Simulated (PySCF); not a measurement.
C2H2Cl3F3Si (SMILES FC(F)(F)[SiH2]C(Cl)(Cl)Cl)

Input

```
{"job": {"kind": "nmr", "xc": "PBE0", "basis": "pcSseg-1"}, "charge": 0, "multiplicity": 1}
F     -2.536917     0.143972    -0.916165
C     -1.501688    -0.482550    -0.330321
F     -1.253275    -1.587511    -1.037506
F     -1.902648    -0.862818     0.886138
Si    -0.002663     0.739209    -0.273928
C      1.516087    -0.110261     0.518981
Cl     1.130647    -0.617148     2.176978
Cl     1.998936    -1.515427    -0.454853
Cl     2.831561     1.096366     0.540611
H      0.338746     1.116001    -1.668049
H     -0.392363     1.897774     0.567945
```

Run with:

```sh
OMP_NUM_THREADS=1 python probes_run.py task.json out
```

Geometry: PBE0-D3(BJ)/def2-SVP.

These are results of PBE0/pcSseg-1, SCF density, gas phase, non-relativistic in PySCF 2.14.0, not measurements.

**Predict the electron density and electron localisation function between the atoms.**

C–F (1.34 Å): ρ at the midpoint is about 2.3 e/Å³, with its minimum of 1.9 e/Å³ about 0.5 Å from C; the ELF peaks at about 0.85 between the atoms; a polar covalent bond.
C–Cl (1.79 Å): the density is about 1.3 e/Å³ at the midpoint; the ELF peaks at about 0.90 between the atoms (a covalent bond).
C–Si (1.91 Å): ρ at the midpoint is about 0.93 e/Å³; the ELF peaks at about 1 between the atoms, as expected for localised, covalent bonding.

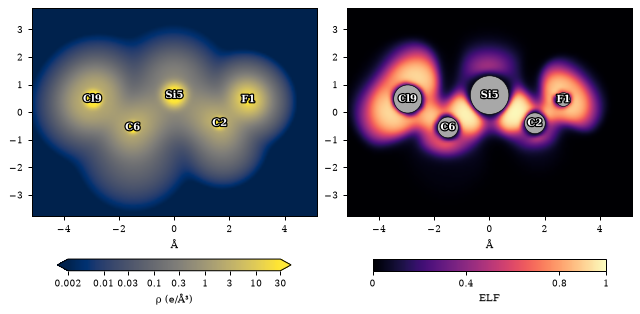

Computed electron density and electron localisation function on the plane of atoms Si5, C6 and Cl9, in this order. Grey discs cover the atomic cores in the ELF map. 
